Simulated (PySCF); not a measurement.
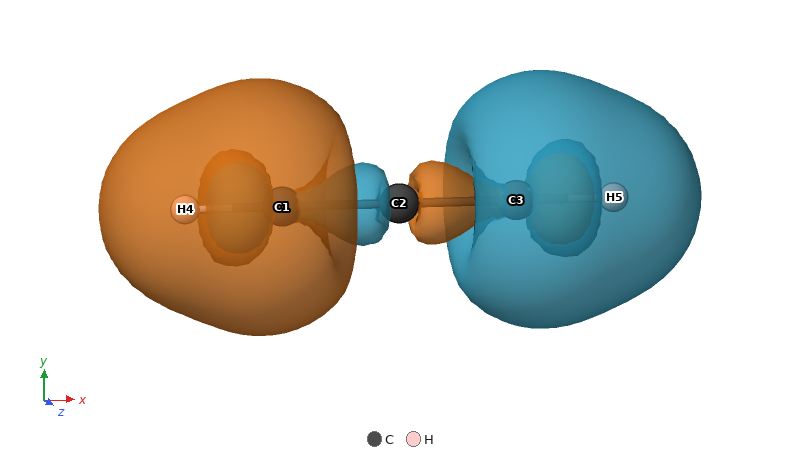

Figure. C$_{3}$H$_{2}$, triplet, SMILES `[CH]C#C`. Change of the electron density in a uniform field of 0.26 V/Å, surfaces at ±0.0015 e/Å³ (light blue: gain, orange: loss).

Level of theory: M06-2X/aug-cc-pVDZ (PySCF), at a geometry from GFN2-xTB. No frequency check shows the geometry to be a minimum. The stability of the open-shell solution wasn't checked. GFN2-xTB doesn't know the spin state, so this open-shell geometry is rough.

Cartesian coordinates (Å):

```
C1      -1.2611    0.0008    0.0000
C2       0.0000   -0.0007    0.0000
C3       1.2611   -0.0002    0.0000
H4      -2.3080   -0.0013    0.0000
H5       2.3080    0.0019    0.0000
```

The field was applied in both directions; the picture shows the one opposite to the script's first.

Along which Cartesian direction does the field point?

Answer. Along −x: electrons gather on the +x side, against the field.

How large is the response?

Answer. The induced dipole is 0.80 D (along the field); α along this axis, from the fields in both directions, is 63 bohr³ (9.4 Å³).
